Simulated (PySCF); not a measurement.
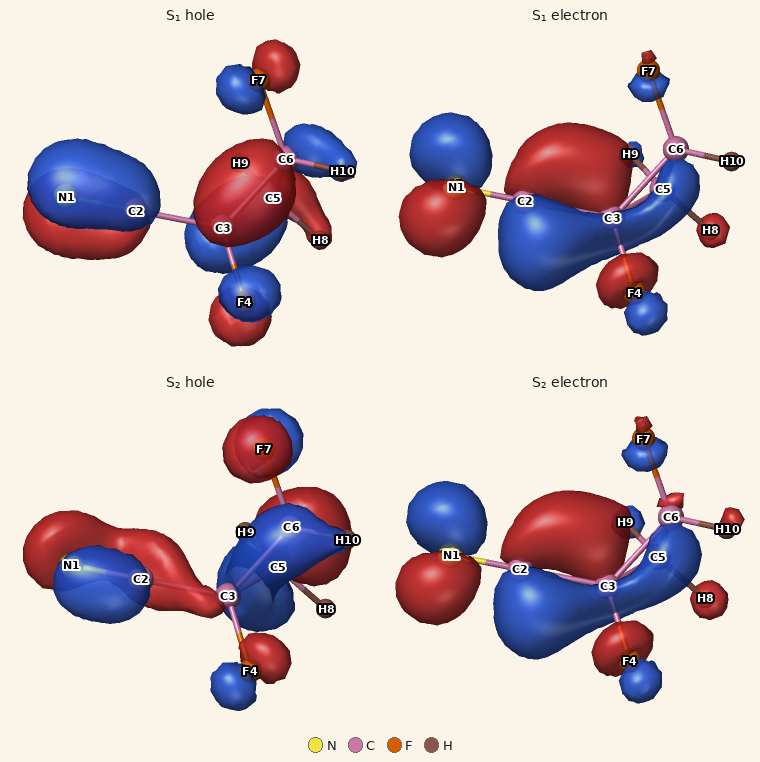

Figure 1: C$_{4}$H$_{3}$F$_{2}$N, SMILES `N#C[C@@]1(F)C[CH]1F`. Leading natural transition orbitals (full linear response singlet states).

PySCF calculation, PBE0/def2-SVP, gas phase; geometry: GFN2-xTB. No frequency check shows the geometry to be a minimum. Without diffuse functions Rydberg states are missing, so the states' numbers hold for this basis only.

Input

```python
import numpy as np
from pyscf import gto, scf, dft, tdscf
from pyscf.scf import atom_ks, atom_hf
from scipy.linalg import block_diag

def solve(mol, dm0=None, hcore=None):
    mf = (dft.UKS if mol.spin else dft.RKS)(mol, xc='pbe0')
    mf.grids.level = 3
    mf = mf.density_fit(auxbasis='def2-universal-jkfit')
    mf.conv_tol, mf.max_cycle = 1e-8, 80
    if hcore is not None:
        mf.get_hcore = lambda *args: hcore
    mf.kernel(dm0)
    if not mf.converged:
        mf = mf.newton().run(mf.mo_coeff, mf.mo_occ, max_cycle=30)
    assert mf.converged, 'SCF not converged'
    return mf

mol = gto.M(atom='''
N     -2.20751     1.09500    -0.11713
C     -1.31026     0.38989    -0.06148
C     -0.18283    -0.48583    -0.00580
F     -0.45860    -1.70470     0.54855
C      0.85279    -0.45947    -1.10771
C      1.20910     0.04613     0.25052
F      1.37063     1.37699     0.42681
H      1.26182    -1.40689    -1.42254
H      0.70777     0.26582    -1.89435
H      1.86194    -0.51875     0.90537
''', basis='def2-svp', charge=0, spin=0, verbose=4)
mf = solve(mol)
td = mf.TDDFT()
td.nstates, td.singlet, td.conv_tol = 5, True, 1e-5
td.kernel()
td.analyze()
x, y = np.array([p[0] for p in td.xy]), np.array([p[1] + 0 * p[0] for p in td.xy])
f, mu = td.oscillator_strength(), td.transition_dipole()
nto = [td.get_nto(state=i + 1, verbose=4) for i in range(len(td.e))]
# spherically averaged free atoms, for the promolecule
atm = atom_ks.get_atm_nrks(mol, xc='pbe0')
pro = block_diag(*[(atm[a[0]][2] * atm[a[0]][3]) @ atm[a[0]][2].T for a in mol._atom])
np.savez('result.npz', e=td.e, f=f, ok=td.converged, w=[n[0] for n in nto], nto=[n[1] for n in nto], x=x, y=y, c=mf.mo_coeff, occ=mf.mo_occ, eps=mf.mo_energy, pro=pro, mu=mu)
```

Command:

```sh
OMP_NUM_THREADS=1 python input.py
```

The run took 8.6 min on 1 thread of AMD EPYC (Zen 3), on a shared host, peak memory 0.69 GiB.

Describe these excited states.

Answer. By state:
- S₁: 6.49 eV (191 nm), f = 0.002; the leading pair carries 99 %; hole on N1 (27 %), C3 (18 %) and C2 (13 %), electron on N1 (31 %), C2 (26 %) and C3 (15 %); their centroids lie 0.5 Å apart.
- S₂: 7.55 eV (164 nm), f = 0.011; the leading pair carries 80 %; hole on N1 (19 %), C5 (19 %) and C6 (16 %), electron on N1 (29 %), C2 (26 %) and C3 (14 %) (shares are of the whole state, not of the leading pair alone); their centroids lie 0.8 Å apart.
